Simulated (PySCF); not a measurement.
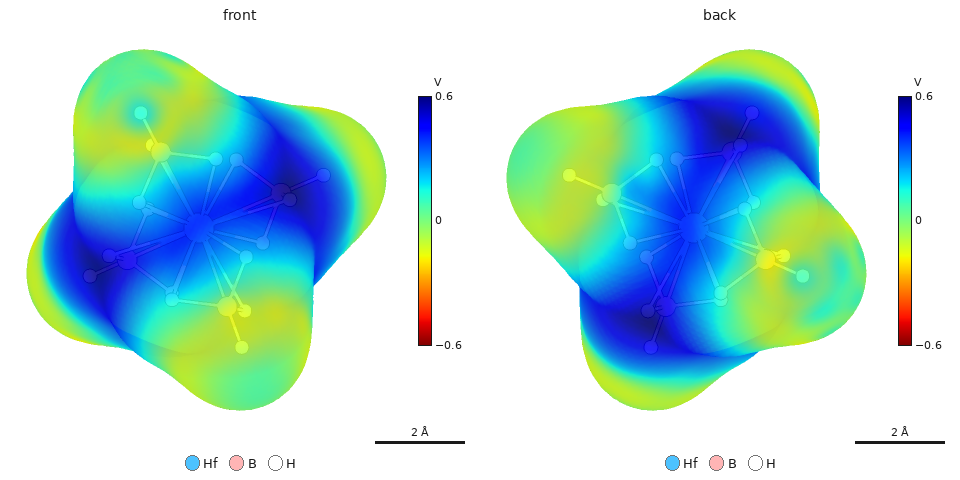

The picture shows: B₄H₁₆Hf (Hf(BH4)4). The molecular electrostatic potential painted on the density surface at 0.001 e/bohr³, seen from the front and from behind; the colour scale runs from red (negative) to blue (positive).

Core potentials replace the inner electrons of Hf.

These are results of PySCF, RKS TPSS, Hf def2-SVP with ECP60, B def2-SVP, H def2-SVP; non-relativistic Hamiltonian with scalar-relativistic core potentials where named; density fitting, not measurements.

| atom | x (Å) | y (Å) | z (Å) |
| --- | --- | --- | --- |
| Hf | 0.0000 | 0.0000 | -0.0529 |
| B | 1.2763 | 1.3985 | 1.2854 |
| H | 1.9362 | 2.1242 | 1.9768 |
| H | 0.0605 | 1.3521 | 1.6056 |
| H | 1.6514 | 0.1980 | 1.2951 |
| H | 1.2703 | 1.7170 | 0.0685 |
| B | -1.2763 | -1.3986 | 1.2854 |
| H | -1.9362 | -2.1242 | 1.9768 |
| H | -0.0605 | -1.3521 | 1.6055 |
| H | -1.6514 | -0.1980 | 1.2951 |
| H | -1.2703 | -1.7170 | 0.0685 |
| B | 1.3989 | -1.2774 | -1.3895 |
| H | 2.1235 | -1.9364 | -2.0829 |
| H | 1.4179 | -1.6006 | -0.1738 |
| H | 0.1844 | -1.3375 | -1.7128 |
| H | 1.6653 | -0.0476 | -1.3943 |
| B | -1.3989 | 1.2774 | -1.3895 |
| H | -2.1235 | 1.9364 | -2.0829 |
| H | -1.4179 | 1.6006 | -0.1738 |
| H | -0.1844 | 1.3375 | -1.7128 |
| H | -1.6653 | 0.0476 | -1.3943 |

Question: Which sites attract a positive test charge, and which a negative one?

Answer: A positive charge is drawn to the negative regions and a negative charge to the positive ones. The most negative region (about −0.2 V) lies over H3, H8, H13 and H18, the most positive (about +0.6 V) over Hf1.

Question: What dipole moment does the calculation give?

Answer: Its dipole moment is zero.
